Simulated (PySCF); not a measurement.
# C6H7BF+: runs on many settings

Aim: see how C6H7BF+ (`C=C[c+]1c(C)c1BF`) answers to the choice of functional, basis, grid and SCF options.

The runs use PySCF 2.14.0, with density-fitted response routines of our own; the level of theory stands in each step. All values are computed, except where a source is named. Atoms count from 0, in the outputs and in this text.

## (1) The molecule as given

15 atoms, charge 1, multiplicity 1; geometry from: GFN2-xTB.

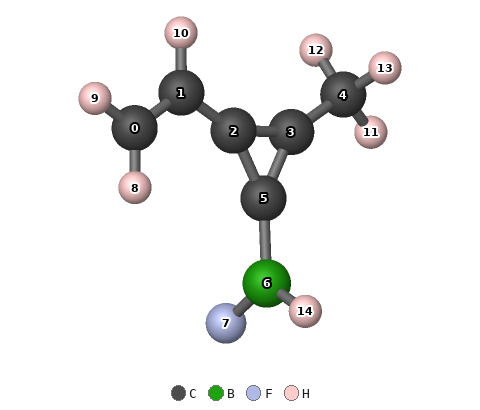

As it starts; carbon dark grey, boron green, fluorine light blue, hydrogen pink, atoms numbered; sticks join atoms by distance.

## (2) TDDFT and polarisability: PBE0/pcSseg-1 in dichloromethane

Job settings and geometry (Å):

```
{"job": {"kind": "uv", "xc": "PBE0", "basis": "pcSseg-1", "solvent": "dichloromethane", "nstates": 6, "ntriplets": 2, "tda": true, "grid": 1, "scf": {"guess": "sap"}}, "charge": 1, "multiplicity": 1}
C      2.662460    -0.723400    -0.175353
C      1.424861    -1.230203    -0.086590
C      0.285301    -0.403720    -0.027114
C     -1.085341    -0.219259     0.075989
C     -2.416019    -0.746505     0.212357
C     -0.255396     0.893978    -0.044764
B     -0.047032     2.424123    -0.059758
F     -0.016689     3.046989    -1.192612
H      2.841395     0.340376    -0.201962
H      3.526156    -1.366305    -0.219130
H      1.251166    -2.298180    -0.055471
H     -3.175979     0.010276     0.027700
H     -2.554708    -1.601999    -0.451700
H     -2.538473    -1.127967     1.230837
H      0.093884     3.009786     0.945660
```

Level: TDA PBE0/pcSseg-1, vertical, IEF-PCM dichloromethane (non-equilibrium linear response), core orbitals frozen in the response.

Run with:

```
$ OMP_NUM_THREADS=1 python probes_run.py task.json out
```

The driver reads the jobs from task.json and runs them one after another.

The log of the run:

```text
final grid: 58864 points
cycle   1  E = -332.2952332535  dE =  1.978e+01  |g| = 8.017e+00  |ddm| = 2.958e+01
cycle   2  E = -289.7751242911  dE =  4.252e+01  |g| = 1.193e+01  |ddm| = 3.046e+01
cycle   3  E = -354.0532271679  dE = -6.428e+01  |g| = 2.605e+00  |ddm| = 8.890e+00
cycle   4  E = -351.9973158005  dE =  2.056e+00  |g| = 3.369e+00  |ddm| = 4.126e+00
cycle   5  E = -356.6442547729  dE = -4.647e+00  |g| = 9.223e-01  |ddm| = 3.341e+00
cycle   6  E = -356.8255441110  dE = -1.813e-01  |g| = 4.055e-01  |ddm| = 1.213e+00
cycle   7  E = -356.8629551989  dE = -3.741e-02  |g| = 1.170e-01  |ddm| = 3.812e-01
cycle   8  E = -356.8655206206  dE = -2.565e-03  |g| = 5.474e-02  |ddm| = 1.157e-01
cycle   9  E = -356.8661033536  dE = -5.827e-04  |g| = 8.071e-03  |ddm| = 4.076e-02
cycle  10  E = -356.8661171632  dE = -1.381e-05  |g| = 3.796e-03  |ddm| = 8.531e-03
cycle  11  E = -356.8661205856  dE = -3.422e-06  |g| = 1.260e-03  |ddm| = 3.719e-03
cycle  12  E = -356.8661209137  dE = -3.282e-07  |g| = 2.894e-04  |ddm| = 1.163e-03
cycle  13  E = -356.8661209325  dE = -1.875e-08  |g| = 1.082e-04  |ddm| = 3.703e-04
cycle  14  E = -356.8661209352  dE = -2.673e-09  |g| = 3.381e-05  |ddm| = 9.093e-05
cycle  15  E = -356.8661209353  dE = -1.849e-10  |g| = 1.282e-05  |ddm| = 2.824e-05
converged SCF energy = -356.8661209353

Static polarisability (au): isotropic 90.898, principal 48.374 94.370 129.951

Singlet excitations
state   eV       nm        f      main configurations
  1   5.5209    224.6   0.09493   H-1->L 0.76, H->L 0.18
  2   5.7633    215.1   0.41203   H->L 0.66, H-1->L 0.18, H->L+1 0.10
  3   6.1704    200.9   0.02641   H-2->L 0.59, H->L+2 0.23, H->L+1 0.09
  4   6.2035    199.9   0.06771   H->L+2 0.37, H-2->L 0.30, H->L+1 0.26
  5   6.2754    197.6   0.29694   H->L+1 0.46, H->L+2 0.33, H-1->L+2 0.10
  6   6.3985    193.8   0.00166   H-1->L+1 0.88

Triplet excitations (Tamm-Dancoff, eV): 3.3685 5.0799
```

It took 32 s on 1 thread of Arm Neoverse N1, shared host; peak memory 0.88 GiB.

Frontier orbitals and where they lie:

```tsv
orbital	eV	atoms
HOMO−3	-11.77	C4 15 %, C2 15 %, H14 13 %
HOMO−2	-11.33	C5 24 %, C1 13 %, C2 10 %
HOMO−1	-10.49	B6 16 %, F7 14 %, C2 14 %
HOMO	-9.44	C1 39 %, C0 35 %, C5 10 %
LUMO	-3.44	C0 36 %, C2 29 %, C5 21 %
LUMO+1	-2.38	C3 46 %, C5 28 %, B6 8 %
LUMO+2	-2.08	B6 67 %, F7 10 %, C3 7 %
```

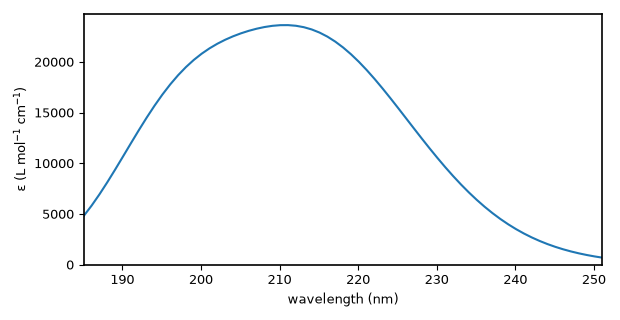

Absorption spectrum: each of the 6 states is a Gaussian band of 0.4 eV half-width at 1/e. Beyond the last state computed it falls off for lack of states.

Ground-state properties from the same run:

```tsv
property	computed
polarisability (Å³)	13.47
HOMO–LUMO gap (eV)	5.99
−ε(HOMO) (eV)	9.44
```

## (3) Nuclear shieldings: HSE06/pcSseg-0

The job, as its differences from that of step 2:

```diff
@@ -1,2 +1,2 @@
-{"job": {"kind": "uv", "xc": "PBE0", "basis": "pcSseg-1", "solvent": "dichloromethane", "nstates": 6, "ntriplets": 2, "tda": true, "grid": 1, "scf": {"guess": "sap"}}, "charge": 1, "multiplicity": 1}
+{"job": {"kind": "nmr", "xc": "HSE06", "basis": "pcSseg-0", "pop": true}, "charge": 1, "multiplicity": 1}
 C      2.662460    -0.723400    -0.175353
```

With the program's defaults for keys left out, this is: GIAO HSE06/pcSseg-0 NMR shielding, non-relativistic, gas phase.

The log of the run:

```text
coarse grid: 13032 points
cycle   1  E = -356.0578749818  dE =  1.420e+00  |g| = 4.459e-01  |ddm| = 4.198e+00
cycle   2  E = -355.9726967875  dE =  8.518e-02  |g| = 8.056e-01  |ddm| = 1.665e+00
cycle   3  E = -356.1066780838  dE = -1.340e-01  |g| = 6.487e-02  |ddm| = 9.080e-01
cycle   4  E = -356.1073260012  dE = -6.479e-04  |g| = 3.970e-02  |ddm| = 1.041e-01
cycle   5  E = -356.1077083050  dE = -3.823e-04  |g| = 1.209e-02  |ddm| = 4.685e-02
cycle   6  E = -356.1077468917  dE = -3.859e-05  |g| = 2.525e-03  |ddm| = 1.706e-02
cycle   7  E = -356.1077483417  dE = -1.450e-06  |g| = 8.081e-04  |ddm| = 3.687e-03
final grid: 127664 points
cycle   8  E = -356.0511718433  dE = -2.505e-05  |g| = 3.204e-03  |ddm| = 3.064e-02
cycle   9  E = -356.0511699953  dE =  1.848e-06  |g| = 4.255e-03  |ddm| = 7.534e-03
cycle  10  E = -356.0511741260  dE = -4.131e-06  |g| = 9.483e-04  |ddm| = 4.904e-03
cycle  11  E = -356.0511744122  dE = -2.861e-07  |g| = 1.419e-04  |ddm| = 1.417e-03
cycle  12  E = -356.0511744160  dE = -3.857e-09  |g| = 8.056e-05  |ddm| = 2.215e-04
cycle  13  E = -356.0511744173  dE = -1.264e-09  |g| = 1.728e-05  |ddm| = 8.529e-05
cycle  14  E = -356.0511744173  dE = -7.333e-11  |g| = 5.019e-06  |ddm| = 2.743e-05
converged SCF energy = -356.0511744173

GIAO shielding tensors (ppm)
atom      isotropic    diamagn.    paramagn.     s11        s22        s33       span
  0 C        8.174     256.485    -248.311   -120.039    -32.059    176.620    296.658
  1 C       67.923     258.886    -190.963    -47.204     67.001    183.974    231.178
  2 C       11.541     276.581    -265.040   -104.750    -46.721    186.092    290.842
  3 C        3.434     285.234    -281.800   -140.551    -44.870    195.723    336.274
  4 C      177.748     241.056     -63.307    151.924    188.710    192.611     40.687
  5 C        2.058     273.581    -271.523   -160.345    -40.364    206.884    367.229
  6 B       51.821     186.304    -134.483      4.092     51.139    100.232     96.140
  7 F      120.412     464.461    -344.049   -107.807    -75.533    544.576    652.382
  8 H       24.820      30.253      -5.433     20.458     25.536     28.466      8.009
  9 H       24.708      26.615      -1.907     21.454     25.533     27.136      5.682
 10 H       25.414      28.558      -3.144     23.117     25.230     27.895      4.778
 11 H       29.381      26.361       3.020     24.793     28.484     34.868     10.075
 12 H       29.480      26.508       2.972     25.088     27.868     35.484     10.396
 13 H       29.720      26.275       3.444     25.657     27.208     36.293     10.636
 14 H       25.610      27.357      -1.747     23.408     25.930     27.492      4.084
```

Wall time 25 s (1 thread of Arm Neoverse N1, shared host); peak memory 0.53 GiB.

Shifts follow as δ = σ(reference) − σ, with reference shieldings (ppm) from runs at the same level and on the same kind of geometry: 1H TMS 33.28, 13C TMS 195.2, 19F CFCl3 170.5. The references are single molecules in the gas phase, so shifts against H2O, NH3, PH3, H3PO4 or CFCl3 are not on the usual liquid scales and can be off by tens of ppm. Atoms listed in one row are averaged.

```tsv
atoms	σ (ppm)	δ (ppm)
C5	2.1	193.1
C3	3.4	191.7
C0	8.2	187.0
C2	11.5	183.6
C1	67.9	127.2
C4	177.7	17.4
H9	24.71	8.57
H8	24.82	8.46
H10	25.41	7.87
H14	25.61	7.67
H11, H12, H13	29.53	3.75
B6	51.8	–
F7	120.4	50.1
```

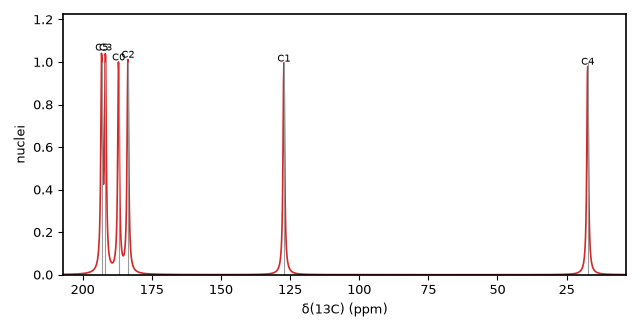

13C lines at the computed shifts, without couplings. Lines are broadened to a width of 0.70 ppm (Lorentzian).

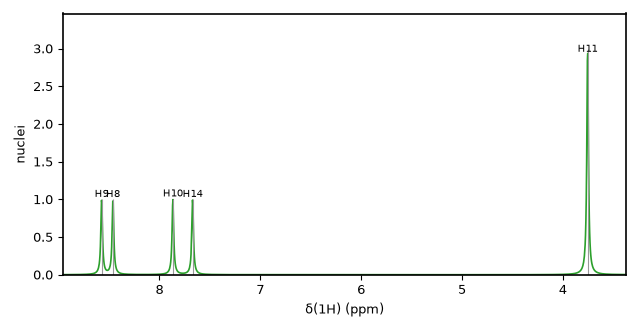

1H lines at the computed shifts, without couplings. Lines are broadened to a width of 0.02 ppm (Lorentzian).

The run also stored atomic charges by several schemes (e):

```tsv
atoms	Mulliken	IAO	Hirshfeld	ESP fit
C0	-0.28	-0.14	0.05	-0.16
C1	-0.21	-0.18	-0.01	-0.19
C2	-0.03	0.14	0.11	0.17
C3	-0.01	0.18	0.14	0.33
C4	-0.63	-0.46	-0.06	-0.70
C5	-0.22	-0.01	0.04	-0.14
B6	0.72	0.40	0.28	0.70
F7	-0.25	-0.22	-0.07	-0.25
```

IAO charges:

C0 -0.14; C1 -0.18; C2 0.14; C3 0.18; C4 -0.46; C5 -0.01; B6 0.40; F7 -0.22; H8 0.18; H9 0.21; H10 0.20; H11 0.21; H12 0.22; H13 0.23; H14 0.05

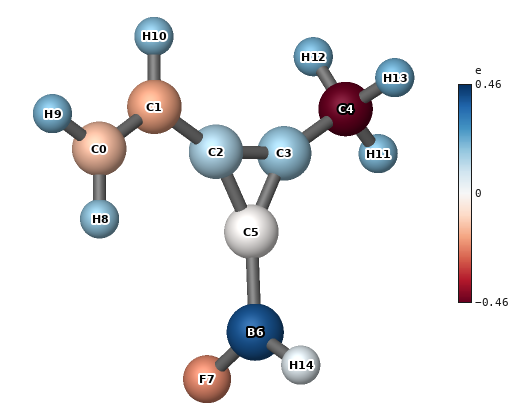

IAO charges, as colours on the atoms.

Mayer bond orders: C0–C1 1.78, C1–C2 1.12, C2–C3 1.29, C3–C4 0.93, C3–C5 1.39, C5–B6 0.68, B6–F7 1.20, C5–C2 1.26.

Ring of atoms C2, C3, C5: NICS(0) -19.9, NICS(1) -15.1, NICS(1)zz -22.4 ppm (means of both faces).

In rings of three or four atoms NICS is ruled by the nearby σ bonds, so it says little on aromaticity.

## (4) NMR shieldings: OPBE/6-31G

The job, as its differences from that of step 3:

```diff
@@ -1,2 +1,2 @@
-{"job": {"kind": "nmr", "xc": "HSE06", "basis": "pcSseg-0", "pop": true}, "charge": 1, "multiplicity": 1}
+{"job": {"kind": "nmr", "xc": "OPBE", "basis": "6-31G", "pop": true}, "charge": 1, "multiplicity": 1}
 C      2.662460    -0.723400    -0.175353
```

With the program's defaults for keys left out, this is: GIAO OPBE/6-31G NMR shielding, non-relativistic, gas phase.

The log of the run:

```text
coarse grid: 13032 points
cycle   1  E = -357.0114345430  dE =  1.299e+00  |g| = 5.719e-01  |ddm| = 3.874e+00
cycle   2  E = -356.6644786681  dE =  3.470e-01  |g| = 1.411e+00  |ddm| = 2.075e+00
cycle   3  E = -357.0773361829  dE = -4.129e-01  |g| = 1.558e-01  |ddm| = 1.433e+00
cycle   4  E = -357.0829317339  dE = -5.596e-03  |g| = 6.944e-02  |ddm| = 2.162e-01
cycle   5  E = -357.0839517544  dE = -1.020e-03  |g| = 3.902e-02  |ddm| = 9.207e-02
cycle   6  E = -357.0843458481  dE = -3.941e-04  |g| = 7.880e-03  |ddm| = 3.914e-02
cycle   7  E = -357.0843625255  dE = -1.668e-05  |g| = 3.574e-03  |ddm| = 1.349e-02
cycle   8  E = -357.0843657151  dE = -3.190e-06  |g| = 9.189e-04  |ddm| = 4.794e-03
final grid: 127664 points
cycle   9  E = -356.9974548815  dE = -1.040e-04  |g| = 1.142e-02  |ddm| = 6.515e-02
cycle  10  E = -356.9974219417  dE =  3.294e-05  |g| = 1.689e-02  |ddm| = 2.693e-02
cycle  11  E = -356.9974790736  dE = -5.713e-05  |g| = 4.985e-03  |ddm| = 1.848e-02
cycle  12  E = -356.9974864737  dE = -7.400e-06  |g| = 9.180e-04  |ddm| = 6.381e-03
cycle  13  E = -356.9974867004  dE = -2.267e-07  |g| = 2.702e-04  |ddm| = 1.111e-03
cycle  14  E = -356.9974867185  dE = -1.810e-08  |g| = 6.802e-05  |ddm| = 3.338e-04
cycle  15  E = -356.9974867195  dE = -9.974e-10  |g| = 3.113e-05  |ddm| = 9.444e-05
converged SCF energy = -356.9974867195

GIAO shielding tensors (ppm)
atom      isotropic    diamagn.    paramagn.     s11        s22        s33       span
  0 C       42.210     257.966    -215.756    -59.176      5.115    180.692    239.868
  1 C       89.442     259.328    -169.886     -4.067     87.296    185.097    189.164
  2 C       41.840     261.410    -219.570    -51.635     -8.842    185.997    237.632
  3 C       34.003     264.464    -230.461    -84.162     -4.938    191.108    275.271
  4 C      183.832     251.487     -67.655    161.606    192.188    197.702     36.096
  5 C       34.335     260.360    -226.025   -102.397     -1.158    206.559    308.956
  6 B       66.928     196.993    -130.065     27.832     63.996    108.957     81.125
  7 F      128.550     462.016    -333.465    -70.170    -63.795    519.616    589.786
  8 H       24.765      31.299      -6.534     21.074     25.166     28.055      6.981
  9 H       24.665      27.428      -2.763     21.761     25.177     27.055      5.294
 10 H       25.018      29.351      -4.334     22.783     24.814     27.456      4.673
 11 H       29.225      28.179       1.046     24.700     28.151     34.825     10.126
 12 H       29.306      28.520       0.786     25.048     27.534     35.336     10.289
 13 H       29.543      28.190       1.352     25.755     26.921     35.952     10.197
 14 H       25.545      28.668      -3.123     23.498     26.054     27.083      3.584
```

Run time: 25 s. Hardware: 1 thread of Arm Neoverse N1, shared host; peak memory 0.48 GiB.

This run: δ C3 167.5, C5 167.2, C2 159.6, C0 159.3, H9 8.36, H8 8.26 ppm.

## (5) Ultraviolet spectrum: PBE/def2-SVPD

The job, as its differences from that of step 4:

```diff
@@ -1,2 +1,2 @@
-{"job": {"kind": "nmr", "xc": "OPBE", "basis": "6-31G", "pop": true}, "charge": 1, "multiplicity": 1}
+{"job": {"kind": "uv", "xc": "PBE", "basis": "def2-SVPD", "nstates": 1, "ntriplets": 5, "tda": true}, "charge": 1, "multiplicity": 1}
 C      2.662460    -0.723400    -0.175353
```

Method: TDA PBE/def2-SVPD, vertical, gas phase, core orbitals frozen in the response.

The log of the run:

```text
coarse grid: 13032 points
cycle   1  E = -356.4190058565  dE =  1.152e+00  |g| = 5.277e-01  |ddm| = 8.330e+00
cycle   2  E = -356.2006995581  dE =  2.183e-01  |g| = 1.146e+00  |ddm| = 2.638e+00
cycle   3  E = -356.4720772938  dE = -2.714e-01  |g| = 1.909e-01  |ddm| = 1.504e+00
cycle   4  E = -356.4805532789  dE = -8.476e-03  |g| = 7.725e-02  |ddm| = 3.798e-01
cycle   5  E = -356.4819534795  dE = -1.400e-03  |g| = 3.986e-02  |ddm| = 1.581e-01
cycle   6  E = -356.4823428348  dE = -3.894e-04  |g| = 8.396e-03  |ddm| = 5.742e-02
cycle   7  E = -356.4823567006  dE = -1.387e-05  |g| = 3.688e-03  |ddm| = 2.274e-02
cycle   8  E = -356.4823602390  dE = -3.538e-06  |g| = 8.140e-04  |ddm| = 8.381e-03
final grid: 127664 points
cycle   9  E = -356.5535128297  dE = -6.471e-05  |g| = 1.139e-02  |ddm| = 2.271e-01
cycle  10  E = -356.5534765312  dE =  3.630e-05  |g| = 1.658e-02  |ddm| = 5.055e-02
cycle  11  E = -356.5535454241  dE = -6.889e-05  |g| = 3.673e-03  |ddm| = 2.922e-02
cycle  12  E = -356.5535488363  dE = -3.412e-06  |g| = 6.781e-04  |ddm| = 6.421e-03
cycle  13  E = -356.5535489381  dE = -1.018e-07  |g| = 3.530e-04  |ddm| = 1.423e-03
cycle  14  E = -356.5535489692  dE = -3.116e-08  |g| = 6.351e-05  |ddm| = 6.186e-04
cycle  15  E = -356.5535489701  dE = -8.604e-10  |g| = 3.215e-05  |ddm| = 1.887e-04
cycle  16  E = -356.5535489703  dE = -2.374e-10  |g| = 8.206e-06  |ddm| = 6.393e-05
converged SCF energy = -356.5535489703

Static polarisability (au): isotropic 81.382, principal 51.025 85.208 107.912

Singlet excitations
state   eV       nm        f      main configurations
  1   4.3835    282.8   0.01198   H-1->L 0.85, H->L 0.13

Triplet excitations (Tamm-Dancoff, eV): 3.3559 4.1503 4.5538 5.0131 5.2288
```

Wall time 60 s (1 thread of Arm Neoverse N1, shared host); peak memory 0.68 GiB.

In short: HOMO -12.23 eV, LUMO -8.25 eV; lowest singlet 4.38 eV.

## (6) Nuclear shieldings: PBE0/pcSseg-1

The job, as its differences from that of step 5:

```diff
@@ -1,2 +1,2 @@
-{"job": {"kind": "uv", "xc": "PBE", "basis": "def2-SVPD", "nstates": 1, "ntriplets": 5, "tda": true}, "charge": 1, "multiplicity": 1}
+{"job": {"kind": "nmr", "xc": "PBE0", "basis": "pcSseg-1", "pop": false}, "charge": 1, "multiplicity": 1}
 C      2.662460    -0.723400    -0.175353
```

Level: GIAO PBE0/pcSseg-1 NMR shielding, non-relativistic, gas phase.

The log of the run:

```text
coarse grid: 13032 points
cycle   1  E = -356.6878333047  dE =  1.489e+00  |g| = 4.953e-01  |ddm| = 3.634e+00
cycle   2  E = -356.6229062382  dE =  6.493e-02  |g| = 8.000e-01  |ddm| = 1.143e+00
cycle   3  E = -356.7383457040  dE = -1.154e-01  |g| = 6.117e-02  |ddm| = 5.792e-01
cycle   4  E = -356.7388778328  dE = -5.321e-04  |g| = 3.432e-02  |ddm| = 6.196e-02
cycle   5  E = -356.7391402190  dE = -2.624e-04  |g| = 9.883e-03  |ddm| = 2.914e-02
cycle   6  E = -356.7391623326  dE = -2.211e-05  |g| = 3.309e-03  |ddm| = 9.702e-03
cycle   7  E = -356.7391647846  dE = -2.452e-06  |g| = 6.999e-04  |ddm| = 2.952e-03
final grid: 127664 points
cycle   8  E = -356.7909652297  dE = -5.226e-05  |g| = 6.160e-03  |ddm| = 4.620e-02
cycle   9  E = -356.7909668131  dE = -1.583e-06  |g| = 5.865e-03  |ddm| = 9.781e-03
cycle  10  E = -356.7909751833  dE = -8.370e-06  |g| = 1.115e-03  |ddm| = 4.636e-03
cycle  11  E = -356.7909754559  dE = -2.726e-07  |g| = 3.095e-04  |ddm| = 1.170e-03
cycle  12  E = -356.7909754795  dE = -2.364e-08  |g| = 8.718e-05  |ddm| = 3.140e-04
cycle  13  E = -356.7909754810  dE = -1.440e-09  |g| = 2.747e-05  |ddm| = 9.141e-05
cycle  14  E = -356.7909754811  dE = -1.436e-10  |g| = 5.424e-06  |ddm| = 2.241e-05
converged SCF energy = -356.7909754811

GIAO shielding tensors (ppm)
atom      isotropic    diamagn.    paramagn.     s11        s22        s33       span
  0 C        9.197     256.668    -247.470   -115.779    -23.468    166.839    282.618
  1 C       65.716     255.505    -189.789    -45.167     69.479    172.835    218.001
  2 C       10.808     258.532    -247.724    -96.214    -46.310    174.947    271.161
  3 C        3.602     263.926    -260.325   -127.759    -43.434    181.999    309.758
  4 C      171.694     250.667     -78.974    149.809    180.080    185.192     35.384
  5 C        3.810     254.637    -250.827   -146.040    -42.710    200.179    346.219
  6 B       51.191     194.916    -143.726      7.774     48.284     97.514     89.740
  7 F      152.337     464.934    -312.597    -44.647    -11.674    513.334    557.982
  8 H       23.632      31.476      -7.844     19.149     23.910     27.837      8.688
  9 H       23.417      26.903      -3.487     20.030     23.548     26.672      6.642
 10 H       24.028      29.907      -5.878     21.239     23.648     27.197      5.958
 11 H       28.020      26.926       1.093     23.259     26.798     34.002     10.743
 12 H       28.141      27.487       0.655     23.776     26.204     34.443     10.667
 13 H       28.413      27.118       1.294     24.624     25.559     35.055     10.431
 14 H       25.372      28.578      -3.205     23.992     25.302     26.823      2.831
```

Wall time 32 s (1 thread of Arm Neoverse N1, shared host); peak memory 0.78 GiB.

This run: δ C3 183.3, C5 183.1, C0 177.7, C2 176.1, H9 8.30, H8 8.08 ppm.

## (7) Comparing the runs: electronic excitations

Excitations and ground-state properties, with basis size and wall time:

```tsv
run	lowest singlet (eV)	brightest (eV)	f	gap (eV)	α (Å³)	functions	time
PBE0/pcSseg-1 in dichloromethane	5.52	5.76	0.412	5.99	13.47	171	32 s
PBE/def2-SVPD	4.38	4.38	0.012	3.98	12.06	219	60 s
```

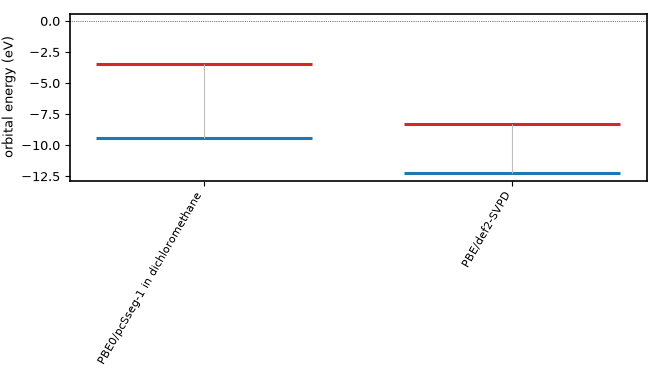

HOMO (blue) and LUMO (red) run by run.

## (8) Side by side: NMR shifts

Shifts (ppm) of some atoms, chosen among heavy atoms and hydrogens apart, with basis size and wall time:

```tsv
run	C5	C3	C0	C2	H8	H14	F7	functions	time
HSE06/pcSseg-0	193.1	191.7	187.0	183.6	8.46	7.67	50.1	86	25 s
OPBE/6-31G	167.2	167.5	159.3	159.6	8.26	7.48	15.2	86	25 s
PBE0/pcSseg-1	183.1	183.3	177.7	176.1	8.08	6.34	18.6	171	32 s
```

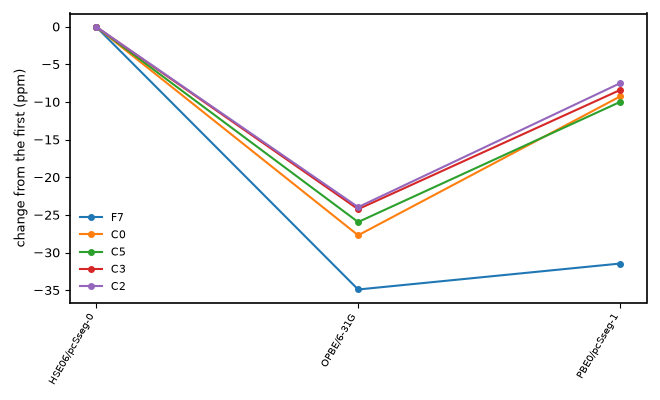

How five of the tabulated atoms move from run to run.

## (9) What came out

| quantity | value |
| --- | --- |
| lowest singlet (PBE0/pcSseg-1) | 5.52 eV (225 nm), f = 0.095 |
| brightest single state of those computed | state 2, 5.76 eV, f = 0.412 |
| lowest triplet | 3.37 eV |
| 13C shifts against TMS (HSE06/pcSseg-0) | 193.1, 191.7, 187.0, 183.6, 127.2, 17.4 ppm |
| 1H shifts against TMS (HSE06/pcSseg-0, means over atoms taken as alike) | 8.57, 8.46, 7.87, 7.67, 3.75 ppm |
| 19F shifts against CFCl3 (HSE06/pcSseg-0) | 50.1 ppm |
| shieldings of B (HSE06/pcSseg-0) | B6 51.8 ppm |
| range of the lowest singlet | 4.38 to 5.52 eV |
| range of the shift of F7 | 15.2 to 50.1 ppm |

Single values in the summary come from the first run of each kind that ended normally (PBE0/pcSseg-1; HSE06/pcSseg-0), which need not be the best level. The first singlet state (HOMO−1→LUMO 0.76, HOMO→LUMO 0.18) lies at 5.52 eV and is bright; of the 6 states computed, the strongest absorption comes from state 2 at 5.76 eV. The lowest triplet lies 2.15 eV below the lowest singlet. At HSE06/pcSseg-0: The largest span, 652 ppm, is at F7, where the paramagnetic term is -344 ppm. The lowest singlet runs from 4.38 eV (PBE/def2-SVPD) to 5.52 eV (PBE0/pcSseg-1 in dichloromethane), while the orbital gap spans 3.98 to 5.99 eV. The lowest state need not be the same one in every run. The runs solved for a few states only, so the brightest column depends on that window. Among the atoms with a shift in every run: In ppm, F7 moves most: its shift spreads over 34.9 ppm, from 15.2 (OPBE/6-31G) to 50.1 (HSE06/pcSseg-0). Most of that comes from the computed reference, not from the atom's own shielding.
